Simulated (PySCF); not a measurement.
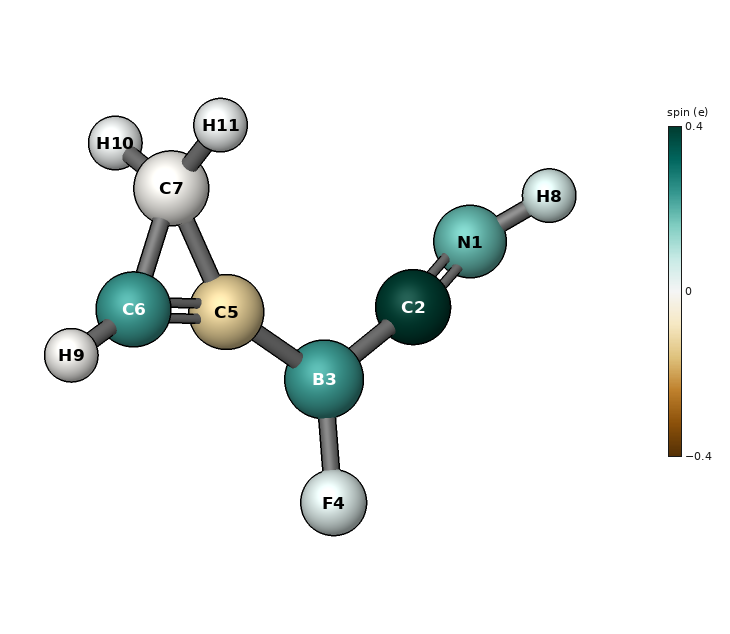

Atoms are coloured by their Mulliken spin populations. The species is neutral and a spin doublet. Computed geometry: GFN2-xTB optimisation. No frequency run is at hand to confirm it as a minimum. Properties computed with UKS B3LYP, pcH-1 on B C F H N, non-relativistic (PySCF 2.14.0).

List the Mulliken spin populations.

| atom | value (e) |
| --- | --- |
| N1 | 0.19 |
| C2 | 0.40 |
| B3 | 0.23 |
| F4 | 0.03 |
| C5 | −0.13 |
| C6 | 0.23 |
| C7 | −0.01 |
| H8 | 0.05 |
| H9 | −0.01 |
| H10 | 0.01 |
| H11 | 0.01 |

Mulliken values depend strongly on the basis set. The geometry is semi-empirical. Around B such bond lengths and angles can be off by a tenth of an ångström or more and by several degrees, and values that hang on the shape move with them.
